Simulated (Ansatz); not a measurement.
# Phonons of NbBAu in the AlB2 type

The plan: relax NbBAu in the AlB2 type, check its phonons, and, if the lattice is stable, compute its Eliashberg function and ρ(T).

Program: Ansatz 0.2.0. Level of theory: DFT PBEsol, scalar-relativistic, plane waves, PAW; PAW set soft_1. Results are calculated unless marked as measured.

The structure was built from a prototype and need not be the compound's stable phase.

### Step 1. Set-up

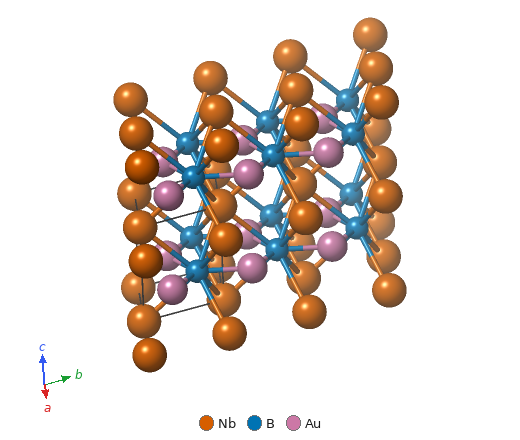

Start, viewed slightly off an axis; niobium orange, boron blue, gold pink. 2×3×2 cells are drawn. Bonds to atoms that aren't drawn are left out. Some periodic images of atoms are drawn too.

### Step 2. A first look on a coarse mesh

A single point on a coarse mesh shows the starting pressure, whether the crystal is a metal and what a step costs.

Input file input.yaml:

```yaml
crystal:
  lattice:
    - [3.58644, 0.0, 0.0]
    - [-1.79322, 3.10595, 0.0]
    - [0.0, 0.0, 3.76576]
  atoms:
    - { symbol: Nb, position: [0.0, 0.0, 0.0] }
    - { symbol: B, position: [0.33333333, 0.66666667, 0.5] }
    - { symbol: Au, position: [0.66666667, 0.33333333, 0.5] }
kpoints:
  mp_grid: { grid: [6, 6, 6] }
hamiltonian:
  xc: pbesol
  pseudopotentials: { kind: paw, azcp: { folder: soft_1 }, xc_functional: pbe }
scf:
  occupations: { method: gaussian, width: 0.1 }
output:
  forces: true
  stress: true
  eigenvalues: true
```

Command:

```
$ ansatz run input.yaml --threads 4 --pin off --max-ram 12288MiB --backend cpu --events-out ev --progress --plain --runs-dir out
```

Numbers of over 12 decimals in the logs are rounded to 6 here.

Log:

```text
[the first part of the log is left out]
Entropy (-TS):   -0.017759 eV (-5.920 meV/atom)
Fermi energy:    18.122240 eV
--- Per-component energies (eV) ---
  E_band       = -324.499191
  E_kinetic    = 994.501548
  E_local      = -2769.040744  (includes V_loc(G=0)·N_el)
  E_nonlocal   = 200.938481
  E_hartree    = 1131.788548
  E_xc         = -412.332943
  E_vxc        = -501.085884  (∫ρ·V_xc dr)
  E_paw        = -12687.940923  (= ΣΔE_a)
  E_vpaw       = -513.389665  (= ΣTr[D̂ρ^β])
  E_aug_tail   = 0.001648  (compensation charges beyond the density's cutoff)
  E_ewald      = -4114.753092
  E_core_change = 0.512947  (= ΣΔE_core)
  E_smearing   = -0.017759  (= −TS)
  E_closure    = 0.000000  (closes the sum)
  Σ components = -17656.342288   (vs F -17656.342288, Δ=0.00e0)
--- Forces (eV/Å), atoms counted from 1 ---
  atom   1  Nb    -0.00000000     0.00000000    -0.00000000
  atom   2  B     -0.00000000     0.00000000    -0.00000000
  atom   3  Au     0.00000000    -0.00000000     0.00000000
  max |Σ_I F_I| component: 1.11e-16 eV/Å
--- Stress (GPa, compression-positive) ---
        9.903092      -0.000000       0.000000
       -0.000000       9.903092       0.000000
        0.000000       0.000000      -7.074960
  P = ⅓ Tr σ = 4.2437 GPa (42.437 kbar)
--- Band table (eV; the first three rows and the last of 28) ---
  k-point 0: bands = ["-89.1762", "-40.5362", "-40.5362", "-40.3039", "-37.0347", "-13.1631", "-12.9881", "-12.9881", "6.7464", "10.5576", "10.5576", "11.2716", "12.4967", "12.4967", "17.5227", "17.5249", "17.5249", "17.5613", "19.5563", "19.5563", "23.4341", "24.2769"]
  k-point 1: bands = ["-89.1762", "-40.5362", "-40.5362", "-40.3059", "-37.0320", "-13.1869", "-12.9872", "-12.9872", "6.9878", "10.4811", "10.4811", "11.4840", "12.4394", "12.4394", "16.3518", "17.6837", "17.6837", "18.1274", "19.7483", "19.7483", "23.4523", "23.9504"]
  k-point 2: bands = ["-89.1762", "-40.5360", "-40.5360", "-40.3101", "-37.0264", "-13.2340", "-12.9853", "-12.9853", "7.5329", "10.3564", "10.3564", "12.0533", "12.2725", "12.2725", "14.6980", "18.3213", "18.3213", "18.7102", "19.8435", "19.8435", "23.1964", "23.1964"]
  k-point 27: bands = ["-89.1760", "-40.5453", "-40.5446", "-40.3059", "-37.0177", "-13.2130", "-13.0967", "-13.0835", "9.4762", "11.3630", "11.5207", "11.9107", "12.0281", "13.3036", "14.3573", "15.4882", "16.6616", "16.7594", "19.8572", "21.9247", "22.5901", "22.9197"]
```

Wall time 0.83 s (4 threads of Arm Neoverse V2, shared host); peak memory 0.4 GiB; 2.6 s of CPU time.

Numbers from this step:

```yaml
pressure: 4.244 GPa
volume_per_atom: 13.98 Å³/atom
metallic_on_mesh: yes
gap_on_the_k_mesh: 0 eV
```

The start is at 4.2 GPa on this mesh and has no gap.

### Step 3. Relaxation

The structure is brought to rest under this functional.

Changes to input.yaml since step 2:

```diff
@@ -10,3 +10,3 @@
 kpoints:
-  mp_grid: { grid: [6, 6, 6] }
+  mp_grid: { grid: [9, 9, 8] }
 hamiltonian:
@@ -20 +20,6 @@
   eigenvalues: true
+relax:
+  adjacent_minimum: "off"
+  f_tol: 0.005
+  max_steps: 80
+  cell: { stress_tol: 0.05 }
```

Log:

```text
[...]
Crystal: 3 atoms, lattice volume = 41.948 Å³
Basis set: ecut = 420 eV, 799 PW (Γ), exchange–correlation on 48×48×54 points (8 copies of the dense FFT grid, shifted against one another)
Bands: 22, of which v1, the nominal top of the filled ones, is band 18 counted from 1 (17 counted from 0)
Symmetry: 12 space group operations
[...]
k-points: 60 of 648 (time reversal used)
[...]
SCF iter   1: F=—  HF=-17663.043903 eV  |F-HF|=—  |Δ(HF+E_count)|=         —  Δρ=2.35e-1  dr2=3.55e1  ethr=3.10e-3  ⟨swp⟩=4.2  Hψ=4882  notcnv=0
[...]
SCF iter   9: F=-17656.367920 eV  HF=-17656.367920 eV  |F-HF|=3.26e-9  |Δ(HF+E_count)|=   4.62e-8  Δρ=2.30e-6  dr2=3.99e-9  ethr=2.86e-10  ⟨swp⟩=4.0  Hψ=4206  notcnv=0
SCF 1 converged in 9 iterations: F = -17656.367920 eV  dr2 = 3.99e-9
[...]
relax step   1: F+E_penalty+E_count = -17656.36791958 eV  Δ(F+E_penalty+E_count) = +0.000e0 eV  max|allowed force component| = 1.974e-16 eV/Å  Δτ_max = 0.0000 Å  P = +4.144 GPa  Ω = 41.948 Å³  (9 SCF iters, dr2 threshold 1.00e-7 eV, accepted)
Crystal: 3 atoms, lattice volume = 41.652 Å³
Basis set: ecut = 420 eV, 815 PW (Γ), exchange–correlation on 48×48×54 points (8 copies of the dense FFT grid, shifted against one another)
[...]
iter 1 solved again at ethr=5.74e-5 eV; its pass at ethr=3.10e-3 eV (dr2=2.01e-2 eV) is discarded
[...]
SCF iter   6: F=-17656.527500 eV  HF=-17656.527500 eV  |F-HF|=8.54e-8  |Δ(HF+E_count)|=   7.05e-7  Δρ=2.08e-5  dr2=1.93e-7  ethr=8.57e-10  ⟨swp⟩=3.0  Hψ=4963  notcnv=0
SCF 2 converged in 6 iterations: F = -17656.527500 eV  dr2 = 1.93e-7
relax step   2: F+E_penalty+E_count = -17656.52749991 eV  Δ(F+E_penalty+E_count) = -1.596e-1 eV  max|allowed force component| = 5.674e-16 eV/Å  Δτ_max = 0.0000 Å  P = +3.047 GPa  Ω = 41.652 Å³  energy of the carried Pulay correction = +2.346e-5 eV  (6 SCF iters, dr2 threshold 3.00e-7 eV, accepted)
Crystal: 3 atoms, lattice volume = 41.991 Å³
Basis set: ecut = 420 eV, 851 PW (Γ), exchange–correlation on 48×48×54 points (8 copies of the dense FFT grid, shifted against one another)
[...]
SCF iter   6: F=-17656.573934 eV  HF=-17656.573934 eV  |F-HF|=2.07e-9  |Δ(HF+E_count)|=   1.44e-8  Δρ=4.32e-6  dr2=4.73e-9  ethr=3.69e-10  ⟨swp⟩=2.2  Hψ=4703  notcnv=0
SCF 3 converged in 6 iterations: F = -17656.573934 eV  dr2 = 4.73e-9
[...]
relax step   3: F+E_penalty+E_count = -17656.57393371 eV  Δ(F+E_penalty+E_count) = -4.643e-2 eV  max|allowed force component| = 2.405e-16 eV/Å  Δτ_max = 0.0000 Å  P = -1.077 GPa  Ω = 41.991 Å³  energy of the carried Pulay correction = -2.009e-4 eV  (6 SCF iters, dr2 threshold 3.00e-7 eV, accepted)
[...]
relax step   4: F+E_penalty+E_count = -17656.57398730 eV  Δ(F+E_penalty+E_count) = -5.359e-5 eV  max|allowed force component| = 3.022e-16 eV/Å  Δτ_max = 0.0000 Å  P = +1.072 GPa  Ω = 41.584 Å³  energy of the carried Pulay correction = -3.665e-5 eV  (6 SCF iters, dr2 threshold 3.00e-7 eV, rejected (line search))
[...]
relax step   5: F+E_penalty+E_count = -17656.57471112 eV  Δ(F+E_penalty+E_count) = -7.774e-4 eV  max|allowed force component| = 5.582e-16 eV/Å  Δτ_max = 0.0000 Å  P = -0.024 GPa  Ω = 41.803 Å³  energy of the carried Pulay correction = -1.222e-4 eV  (7 SCF iters, accepted)
[...]
relax step   6: F+E_penalty+E_count = -17656.57471801 eV  Δ(F+E_penalty+E_count) = -6.890e-6 eV  max|allowed force component| = 1.912e-16 eV/Å  Δτ_max = 0.0000 Å  P = -0.001 GPa  Ω = 41.803 Å³  energy of the carried Pulay correction = -1.212e-4 eV  (6 SCF iters, dr2 threshold 6.88e-9 eV, accepted)
Basis set: ecut = 420 eV, 851 PW (Γ), exchange–correlation on 54×54×48 points (8 copies of the dense FFT grid, shifted against one another)
[...]
SCF iter   6: F=-17656.575533 eV  HF=-17656.575533 eV  |F-HF|=3.64e-12  |Δ(HF+E_count)|=  7.28e-12  Δρ=5.29e-8  dr2=3.35e-13  ethr=1.00e-12  ⟨swp⟩=4.0  Hψ=5465  notcnv=0
SCF 7 converged in 6 iterations: F = -17656.575533 eV  dr2 = 3.35e-13
relax step   7: F+E_penalty+E_count = -17656.57553302 eV  Δ(F+E_penalty+E_count) = -8.150e-4 eV  max|allowed force component| = 1.419e-16 eV/Å  Δτ_max = 0.0000 Å  P = +0.006 GPa  Ω = 41.803 Å³  stress off target by 2.03e-2 GPa  SCF on the basis re-selected at this cell (its energy is not comparable with the rows above)  (6 SCF iters)
basis re-selected at this cell: Δ(F+E_penalty+E_count) = -8.150e-4 eV, ΔP = +0.008 GPa vs the last step (what re-selecting the basis moved, of the pressure what is left beyond the Pulay correction that the steps carried, after the strain that the cell walked since its last selection, with what the two solves' SCF thresholds leave and, on support functions, any second-order correction that the steps lacked; it is no measure of the basis error at this ecutwfc). The dense FFT grid was sized anew with the basis: this SCF ran on 27×27×24 points, the steps before it on 24×24×27, so part of this shift can come from that change (see relax.cell in the input reference). [rest of the remark cut]
SCF converged after 6 iterations
Free energy (F): -17656.575533 eV
[...]
Internal energy: -17656.567330 eV  (E = F + TS)
E sigma→0 (E₀):  -17656.571431 eV
Entropy (-TS):   -0.008203 eV (-2.734 meV/atom)
Fermi energy:    18.274472 eV
[...]
--- Stress (GPa, compression-positive) ---
        0.019554      -0.000000       0.000000
       -0.000000       0.019554       0.000000
       -0.000000       0.000000      -0.020317
  P = ⅓ Tr σ = 0.0063 GPa (0.063 kbar)
--- Band table (eV; the first three rows and the last of 60) ---
  k-point 0: bands = [... 14 lower, 17.0689, 17.0689, 17.4469, 18.8887, 19.7576, 19.7576, 22.9691, 24.0748]
  k-point 1: bands = [... 14 lower, 17.2147, 17.2147, 17.3409, 18.6215, 19.8300, 19.8300, 22.9381, 23.8863]
  k-point 2: bands = [... 14 lower, 16.3478, 17.7077, 17.7077, 19.0137, 19.9400, 19.9400, 22.8084, 23.2478]
  k-point 59: bands = [... 14 lower, 14.2065, 15.9102, 16.3432, 16.7944, 20.3536, 22.1341, 22.4730, 22.7287]
--- Relaxed structure (6 steps of the walk, 5 accepted, 1 SCFs on fresh bases) ---
  F+E_penalty+E_count = -17656.57553302 eV   max|allowed force component| = 1.419e-16 eV/Å   (the final SCF, on the basis selected at the relaxed cell)
  cell:  # Å, volume = 41.8026 Å³
    - [3.745820, 0.0, 2.788720088057008e-18]
    - [-1.872910, 3.243975, -1.3943600440285051e-18]
    - [2.9281536648617517e-18, 0, 3.440165]
  atoms:
    - { symbol: Nb, position: [0, 0, 0] }
    - { symbol: B, position: [0.333333, 0.666667, 0.500000] }
    - { symbol: Au, position: [0.666667, 0.333333, 0.500000] }
```

Run time: 8.9 s. Hardware: 4 threads; peak memory 0.5 GiB.

The steps of the relaxation:

```
step  energy less that of the first step (eV)  largest force component (eV/Å)  pressure (GPa)  volume (Å³)
   1                                   0.0000                          0.0000            4.14        41.95
   2                                  -0.1596                          0.0000            3.05        41.65
   3                                  -0.2060                          0.0000           -1.08        41.99
   4                                  -0.2061                          0.0000            1.07        41.58
   5                                  -0.2068                          0.0000           -0.02        41.80
   6                                  -0.2068                          0.0000            0.00        41.80
  7*                                  -0.2076                          0.0000            0.01        41.80
```

Relaxation steps marked * repeat the geometry before them on a plane-wave basis chosen anew for their cell, so energy and pressure can jump there. Relaxation step 4 was tried and not accepted.

Forces are held to the 12 operations that the run works with; a distortion that breaks them can't arise in this run.

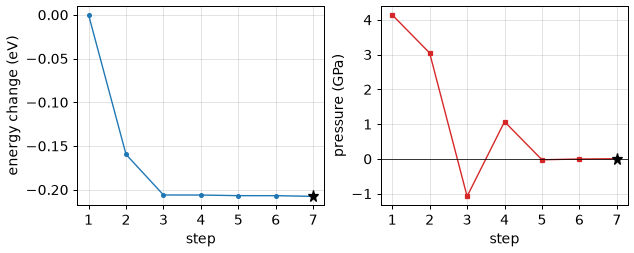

Energy and pressure along the relaxation. Stars mark steps on a basis chosen anew.

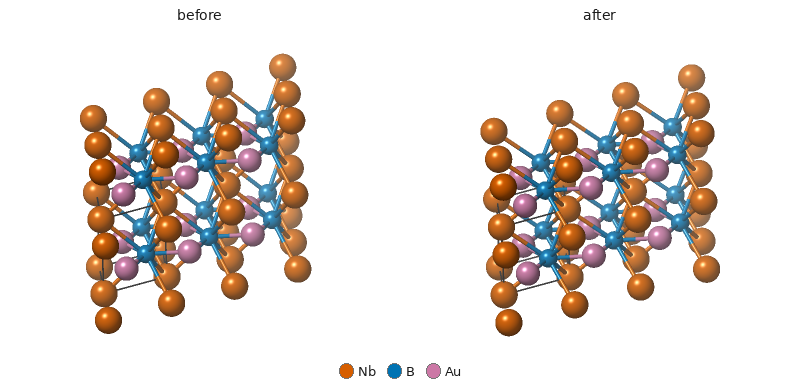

Before and after, at one scale. Bonds to atoms that aren't drawn are left out.

```
conventional cell, symmetrised  before  after  change
                         a (Å)   3.586  3.746  +4.4 %
                         b (Å)   3.586  3.746  +4.4 %
                         c (Å)   3.766  3.440  -8.6 %
              volume (Å³/atom)   13.98  13.93  -0.3 %
```

The relaxed structure:

```xyz
3
Lattice="3.7458 0.0000 0.0000 -1.8729 3.2440 0.0000 0.0000 0.0000 3.4402" Properties=species:S:1:pos:R:3 pbc="T T T"
Nb    0.0000    0.0000    0.0000
B     0.0000    2.1627    1.7201
Au    1.8729    1.0813    1.7201
```

Numbers from this step:

```yaml
pressure: 0.006264 GPa
volume_per_atom: 13.93 Å³/atom
```

The largest force is now zero by symmetry and the largest stress component 0.020 GPa.

### Step 4. Relaxing tightly for phonons

No force is left; the cell is relaxed once more with another smearing and tight thresholds.

input.yaml, the sections that differ from step 3:

```yaml
crystal:
  lattice:
    - [3.7458199974, 0.0, 0.0]
    - [-1.8729099987, 3.2439752757, 0.0]
    - [0.0, 0.0, 3.4401654825]
  atoms:
    - { symbol: Nb, position: [0.0, 0.0, 0.0] }
    - { symbol: B, position: [0.3333333333, 0.6666666667, 0.5] }
    - { symbol: Au, position: [0.6666666667, 0.3333333333, 0.5] }
scf:
  occupations: { method: methfessel_paxton, width: 0.2 }
relax:
  adjacent_minimum: "off"
  f_tol: 0.001
  max_steps: 60
  cell: { stress_tol: 0.01 }
# kpoints, hamiltonian, output: as in step 3
```

Log:

```text
[the first part of the log is left out]
  E_paw        = -12687.993613  (= ΣΔE_a)
  E_vpaw       = -513.550561  (= ΣTr[D̂ρ^β])
  E_aug_tail   = 0.001555  (compensation charges beyond the density's cutoff)
  E_ewald      = -4122.521160
  E_core_change = 0.512947  (= ΣΔE_core)
  E_smearing   = -0.000013  (= −TS)
  E_closure    = -0.000000  (closes the sum)
  Σ components = -17656.571608   (vs F -17656.571608, Δ=0.00e0)
[...]
--- Stress (GPa, compression-positive) ---
       -0.000095       0.000000       0.000000
        0.000000      -0.000095       0.000000
        0.000000       0.000000       0.000090
  P = ⅓ Tr σ = -0.0000 GPa (-0.000 kbar)
--- Band table (eV; the first three rows and the last of 60) ---
[...]
--- Relaxed structure (4 steps of the walk, 3 accepted, 1 SCFs on fresh bases) ---
[...]
cell:  # Å, volume = 41.7994 Å³
    - [3.745773, 0, 0.0]
    - [-1.872886, 3.243934, 0.0]
    - [0.0, 0.0, 3.439986]
  atoms:
    - { symbol: Nb, position: [0, 0, 0.0] }
    - { symbol: B, position: [0.333333, 0.666667, 0.500000] }
    - { symbol: Au, position: [0.666667, 0.333333, 0.500000] }
```

Elapsed: 5.7 s, on 4 threads; peak memory 0.49 GiB; 21 s of CPU time.

Little changed from the start: no atom moved by 0.005 Å and no cell edge by 0.1 %.

Numbers from this step:

- pressure: -3.33e-5 GPa

The largest force is now zero by symmetry and the largest stress component 9.5e-5 GPa, small enough for phonons.

[end of part 1 of 3]

[Logs are printed without paths, hosts, clocks, repeated set-up lines and the standing remarks that a program may print on its own settings, such as how far it seeks lower states.]

[Hosts, paths, dates, database ids (printed as entryN), source tags and the programs' standing remarks are cut or masked in the printed files.]
